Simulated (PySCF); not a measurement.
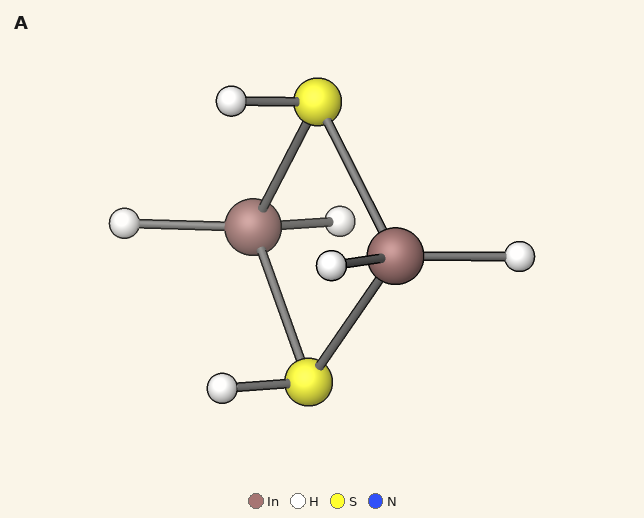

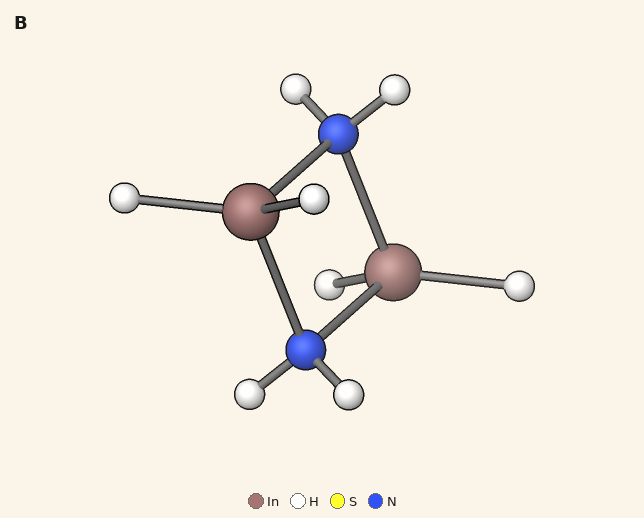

Two related species, optimised with PBE0-D3(BJ)/def2-SVP; properties computed with PySCF 2.14.0. Both: charge 0, singlet.

**Identify both.**

A is (H2In-mu-SH)2, B is (H2In-mu-NH2)2.

Compare them. With PBE0/def2-SVPD, core potentials on In: HOMO–LUMO gap (eV), HOMO energy (Kohn–Sham orbital) (eV), lowest vertical singlet excitation (eV), mean static polarisability (bohr³).

```
                               quantity      A      B
                     HOMO–LUMO gap (eV)   6.94   6.98
   HOMO energy (Kohn–Sham orbital) (eV)  −7.90  −7.60
lowest vertical singlet excitation (eV)   5.74   5.76
     mean static polarisability (bohr³)  122.4   95.0
```

Each is one conformer, and no frequency run is at hand to confirm it as a minimum.
